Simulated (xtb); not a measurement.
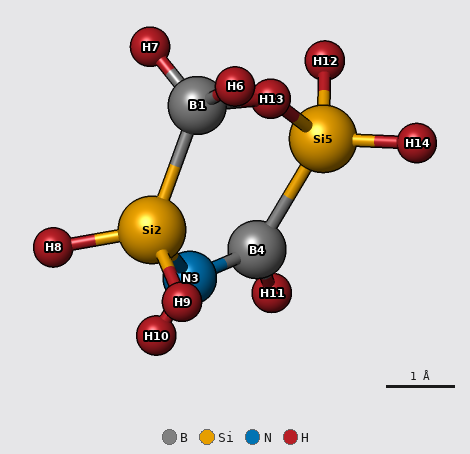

Fig. 1: The structure as given in the input (ball-and-stick view, seen at a tilt; atoms are numbered from 1 in the order of the input).

## Geometry relaxation, with input and output: B2Si2NH9 (part 1 of 5)

The run: geometry relaxation of B2Si2NH9. Method and program: GFN1-xTB, ALPB solvent acetone (xtb 6.7.1).

The geometry comes from this level: GFN2-xTB.

Input (mol.xyz)
```
14
B2H9NSi2
B     -0.39220     1.68499    -0.26957
Si     0.02371     0.79251     1.42785
N      0.07325    -0.98878     1.19231
B      0.15188    -1.73113     0.03141
Si     0.18434    -0.77000    -1.67114
H      0.32183     2.56569    -0.61139
H     -1.53648     1.88878    -0.50168
H     -0.92279     0.87387     2.56654
H      1.33779     1.00323     2.08781
H      0.06256    -1.49421     2.06680
H      0.19436    -2.90922     0.10950
H     -0.83707    -1.01135    -2.70879
H     -0.09838     0.73498    -1.27846
H      1.43721    -0.63936    -2.44120
```

File .CHRG
```
0
```

File .UHF
```
0
```

Run as:
```bash
xtb mol.xyz --alpb acetone --gfn1 -o > out.txt 2> xtb.err
```

Output
```
* xtb version 6.7.1
   ID    Z sym.   atoms
    1    5 B      1, 4
    2   14 Si     2, 5
    3    7 N      3
    4    1 H      6-14

           -------------------------------------------------
          |                Calculation Setup                |
           -------------------------------------------------

          program call               : xtb mol.xyz --alpb acetone --gfn1 -o
          coordinate file            : mol.xyz
          omp threads                :                     1

########################################################################
[WARNING] Please study the warnings concerning your input carefully
-1- prog_main_parseArguments: The use of '--gfn1' is discouraged, please use '--gfn 1' next time
########################################################################

           -------------------------------------------------
          |                 G F N 1 - x T B                 |
           -------------------------------------------------

      * Hamiltonian:
        H0-scaling (s, p, d)           1.850000    2.250000    2.000000
        zeta-weighting                 0.000000
      * Dispersion:
        s8                             2.400000
        a1                             0.630000
        a2                             5.000000
        s9                             0.000000
      * Repulsion:
        kExp                           1.500000
        rExp                           1.000000
      * Coulomb:
        alpha                          2.000000
        third order                    atomic
        anisotropic                    false
      * Halogen bond correction:
        rad-scale                      1.300000
        damping                        0.440000

      * Solvation model:               ALPB
        Solvent                        acetone
        Parameter file                 internal GFN1-xTB/ALPB
        Dielectric constant                2.0700E+01
        Reference state                gsolv [1 M gas/solution]
        Free energy shift                  1.3295E-02 Eh       8.3427E+00 kcal/mol
        Temperature                        2.9815E+02 K
        Density                            7.9000E-01 kg/L
        Solvent mass                       5.8080E+01 g/mol
        Interaction kernel             P16
        Born radius scaling (c1)           2.0185E+00
        Born radii integrator          GBOBC
        Born offset                        0.0000E+00 a0       0.0000E+00 AA
        H-bond correction              true
        Ion screening                  false
        Surface tension                    1.0000E-05 Eh       1.5569E+01 dyn/cm
        Grid points                               230 per atom

          ...................................................
          :                      SETUP                      :
          :.................................................:
          :  # basis functions                  50          :
          :  # atomic orbitals                  48          :
          :  # shells                           30          :
          :  # electrons                        28          :
          :  # halogen bonds                     0          :
          :  max. iterations                   250          :
          :  Hamiltonian                  GFN1-xTB          :
          :  restarted?                      false          :
          :  GBSA solvation                   true          :
          :  PC potential                    false          :
          :  electronic temp.          300.0000000     K    :
          :  accuracy                    1.0000000          :
          :  -> integral cutoff          0.2500000E+02      :
          :  -> integral neglect         0.1000000E-07      :
          :  -> SCF convergence          0.1000000E-05 Eh   :
          :  -> wf. convergence          0.2000000E-04 e    :
          :  Broyden damping             0.4000000          :
          :  net charge                          0          :
          :  unpaired electrons                  0          :
          ...................................................

 iter      E             dE          RMSdq      gap      omega  full diag
   1    -14.6794195 -0.146794E+02  0.723E+00    3.78       0.0  T
   2    -14.7133503 -0.339308E-01  0.425E+00    3.53       1.0  T
   3    -14.7130375  0.312761E-03  0.806E-01    3.09       1.0  T
   4    -14.7163729 -0.333544E-02  0.208E-01    3.28       1.0  T
   5    -14.7165620 -0.189068E-03  0.366E-02    3.32       1.0  T
   6    -14.7165687 -0.665507E-05  0.966E-03    3.32       2.8  T
   7    -14.7165690 -0.313528E-06  0.298E-03    3.32       9.0  T
   8    -14.7165690 -0.308263E-07  0.502E-04    3.32      53.2  T
   9    -14.7165690 -0.871880E-09  0.912E-05    3.32     293.1  T
  10    -14.7165690 -0.292140E-10  0.186E-05    3.32    1436.4  T

   *** convergence criteria satisfied after 10 iterations ***

         #    Occupation            Energy/Eh            Energy/eV
      -------------------------------------------------------------
         1        2.0000           -0.7449736             -20.2718
       ...           ...                  ...                  ...
         8        2.0000           -0.4703762             -12.7996
         9        2.0000           -0.4685219             -12.7491
        10        2.0000           -0.4588260             -12.4853
        11        2.0000           -0.4477829             -12.1848
        12        2.0000           -0.4343700             -11.8198
        13        2.0000           -0.4155574             -11.3079
        14        2.0000           -0.4074648             -11.0877 (HOMO)
        15                         -0.2854506              -7.7675 (LUMO)
        16                         -0.2569344              -6.9915
        17                         -0.2056705              -5.5966
        18                         -0.1761948              -4.7945
        19                         -0.1665249              -4.5314
       ...                                ...                  ...
        48                          1.6033345              43.6290
      -------------------------------------------------------------
                  HL-Gap            0.1220142 Eh            3.3202 eV
             Fermi-level           -0.3464577 Eh           -9.4276 eV

 SCC (total)                   0 d,  0 h,  0 min,  0.020 sec
 SCC setup                      ...        0 min,  0.000 sec (  2.003%)
 Dispersion                     ...        0 min,  0.000 sec (  0.237%)
 classical contributions        ...        0 min,  0.000 sec (  0.084%)
 integral evaluation            ...        0 min,  0.004 sec ( 21.430%)
 iterations                     ...        0 min,  0.006 sec ( 29.456%)
 molecular gradient             ...        0 min,  0.009 sec ( 45.790%)
 printout                       ...        0 min,  0.000 sec (  0.902%)

         :::::::::::::::::::::::::::::::::::::::::::::::::::::
         ::                     SUMMARY                     ::
         :::::::::::::::::::::::::::::::::::::::::::::::::::::
         :: total energy             -14.563586838041 Eh    ::
         :: w/o Gsasa/hb/shift       -14.556579946809 Eh    ::
         :: gradient norm              0.053523978588 Eh/a0 ::
         :: HOMO-LUMO gap              3.320176503564 eV    ::
         ::.................................................::
         :: SCC energy               -14.716569009369 Eh    ::
         :: -> electrostatic           0.020583199200 Eh    ::
         :: -> Gsolv                  -0.008459944228 Eh    ::
         ::    -> Gelec               -0.001453052996 Eh    ::
         ::    -> Gsasa               -0.017000175277 Eh    ::
         ::    -> Ghb                 -0.003301666632 Eh    ::
         ::    -> Gshift               0.013294950677 Eh    ::
         :: repulsion energy           0.158732169822 Eh    ::
         :: dispersion energy         -0.005749998494 Eh    ::
         :: halogen bond corr.         0.000000000000 Eh    ::
         :: add. restraining           0.000000000000 Eh    ::
         :: total charge              -0.000000000000 e     ::
         :::::::::::::::::::::::::::::::::::::::::::::::::::::

      -----------------------------------------------------------
     |                   =====================                   |
     |                        A N C O P T                        |
     |                   =====================                   |
     |               Approximate Normal Coordinate               |
     |                Rational Function Optimizer                |
      -----------------------------------------------------------

          ...................................................
          :                      SETUP                      :
          :.................................................:
          :   optimization level            normal          :
          :   max. optcycles                   200          :
          :   ANC micro-cycles                  20          :
          :   degrees of freedom                36          :
          :.................................................:
          :   RF solver                   davidson          :
          :   write xtbopt.log                true          :
          :   linear?                        false          :
          :   energy convergence         0.5000000E-05 Eh   :
          :   grad. convergence          0.1000000E-02 Eh/α :
          :   maximum RF displ.          1.0000000          :
          :   Hlow (freq-cutoff)         0.1000000E-01      :
          :   Hmax (freq-cutoff)         5.0000000          :
          :   S6 in model hess.         20.0000000          :
          ...................................................

generating ANC from exact Hessian ...
Using Lindh-Hessian (1995)
 Shifting diagonal of input Hessian by    9.5600092222750867E-003
 Lowest  eigenvalues of input Hessian
    0.000000    0.000000    0.000000    0.000000    0.000000    0.000000
    0.010000    0.010325    0.015882    0.016120    0.016675    0.017844
    0.019083    0.019718    0.023738    0.024401    0.025085    0.027189
 Highest eigenvalues
    0.660648    0.749152    0.789919    0.823859    1.344743    1.623786

........................................................................
.............................. CYCLE    1 ..............................
........................................................................

 iter      E             dE          RMSdq      gap      omega  full diag
   1    -14.7165690 -0.147166E+02  0.101E-05    3.32       0.0  T
   2    -14.7165690 -0.220268E-12  0.376E-06    3.32    7113.9  T
   3    -14.7165690 -0.355271E-14  0.200E-06    3.32   13333.6  T
     SCC iter.                  ...        0 min,  0.002 sec
     gradient                   ...        0 min,  0.009 sec
 * total energy  :   -14.5635868 Eh     change       -0.2115641E-11 Eh
   gradient norm :     0.0535238 Eh/α   predicted     0.0000000E+00 (-100.00%)
   displ. norm   :     0.2878782 α      lambda       -0.7287542E-02
   maximum displ.:     0.1982503 α      in ANC's #15, #19, #12, ...

........................................................................
.............................. CYCLE    2 ..............................
........................................................................

 iter      E             dE          RMSdq      gap      omega  full diag
   1    -14.7122262 -0.147122E+02  0.149E-01    3.34       0.0  T
   2    -14.7122733 -0.470968E-04  0.763E-02    3.37       1.0  T
   3    -14.7122746 -0.133015E-05  0.254E-02    3.37       1.1  T
   4    -14.7122751 -0.527412E-06  0.526E-03    3.37       5.1  T
   5    -14.7122752 -0.299619E-07  0.121E-03    3.37      22.0  T
   6    -14.7122752 -0.494895E-08  0.301E-04    3.37      88.7  T
   7    -14.7122752 -0.132276E-09  0.108E-04    3.37     246.6  T
   8    -14.7122752 -0.138627E-10  0.220E-05    3.37    1213.5  T
     SCC iter.                  ...        0 min,  0.004 sec
     gradient                   ...        0 min,  0.009 sec
 * total energy  :   -14.5681510 Eh     change       -0.4564147E-02 Eh
   gradient norm :     0.0259825 Eh/α   predicted    -0.3945749E-02 ( -13.55%)
   displ. norm   :     0.1842619 α      lambda       -0.2011663E-02
   maximum displ.:     0.0739743 α      in ANC's #11, #1, #26, ...

........................................................................
.............................. CYCLE    3 ..............................
........................................................................

 iter      E             dE          RMSdq      gap      omega  full diag
   1    -14.7103367 -0.147103E+02  0.798E-02    3.30       0.0  T
   2    -14.7103479 -0.111170E-04  0.398E-02    3.32       1.0  T
   3    -14.7103483 -0.418513E-06  0.134E-02    3.32       2.0  T
   4    -14.7103484 -0.136469E-06  0.362E-03    3.32       7.4  T
   5    -14.7103484 -0.774950E-08  0.764E-04    3.32      35.0  T
   6    -14.7103484 -0.137920E-08  0.176E-04    3.32     151.8  T
   7    -14.7103484 -0.107045E-09  0.534E-05    3.32     500.5  T
     SCC iter.                  ...        0 min,  0.004 sec
     gradient                   ...        0 min,  0.009 sec
 * total energy  :   -14.5692237 Eh     change       -0.1072729E-02 Eh
   gradient norm :     0.0090666 Eh/α   predicted    -0.1039983E-02 (  -3.05%)
   displ. norm   :     0.1202532 α      lambda       -0.3670658E-03
   maximum displ.:     0.0743148 α      in ANC's #1, #2, #11, ...

........................................................................
.............................. CYCLE    4 ..............................
........................................................................

 iter      E             dE          RMSdq      gap      omega  full diag
   1    -14.7106965 -0.147107E+02  0.396E-02    3.32       0.0  T
   2    -14.7107032 -0.664996E-05  0.175E-02    3.33       1.5  T
   3    -14.7107033 -0.159657E-06  0.680E-03    3.33       3.9  T
   4    -14.7107034 -0.569234E-07  0.182E-03    3.33      14.7  T
   5    -14.7107034 -0.788524E-08  0.391E-04    3.33      68.3  T
   6    -14.7107034 -0.330887E-09  0.136E-04    3.33     196.6  T
   7    -14.7107034 -0.170459E-10  0.320E-05    3.33     836.2  T
     SCC iter.                  ...        0 min,  0.003 sec
     gradient                   ...        0 min,  0.009 sec
 * total energy  :   -14.5694917 Eh     change       -0.2679725E-03 Eh
   gradient norm :     0.0058856 Eh/α   predicted    -0.1861891E-03 ( -30.52%)
   displ. norm   :     0.2346934 α      lambda       -0.4216408E-03
   maximum displ.:     0.1574743 α      in ANC's #1, #2, #11, ...

........................................................................
.............................. CYCLE    5 ..............................
........................................................................
```
